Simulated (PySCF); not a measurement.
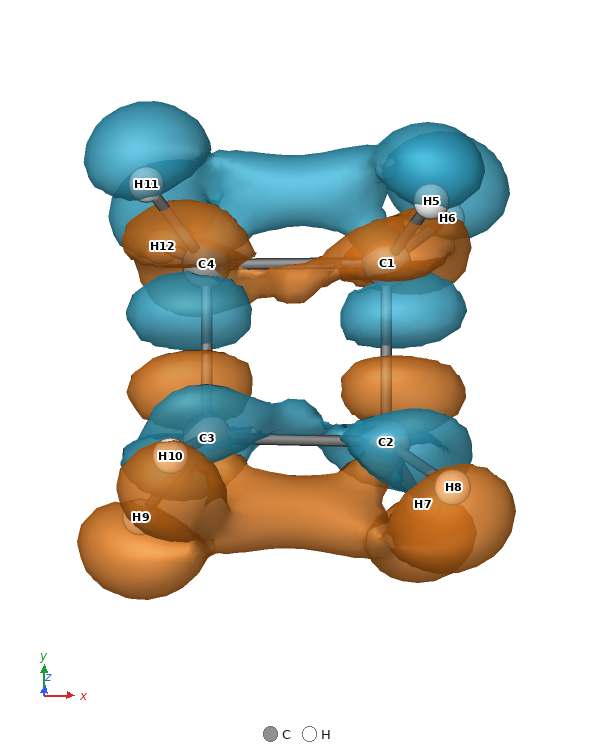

*C4H8, SMILES `C1CCC1`. Change of the electron density in a uniform field of 0.26 V/Å, surfaces at ±0.003 e/Å³ (light blue: gain, orange: loss).*

PySCF calculation, HF/6-311+G**, gas phase; geometry: GFN2-xTB. No frequency check shows the geometry to be a minimum. The basis has diffuse s and p functions alone, which still leaves polarisabilities too small, most of all across bonds.

Question: Along which Cartesian direction does the field point?

Answer: Along −y: electrons gather on the +y side, against the field.

Question: How large is the response?

Answer: The induced dipole is 0.56 D (along the field); α along this axis, from the fields in both directions, is 44 bohr³ (6.6 Å³).

Question: Which atoms gain and lose the most charge?

Answer: Electrons gather most on H6 and H11 alike (Hirshfeld charge changes by −0.006 e) and leave H8 and H9 alike most (+0.006 e); 0.061 electrons are displaced in all.
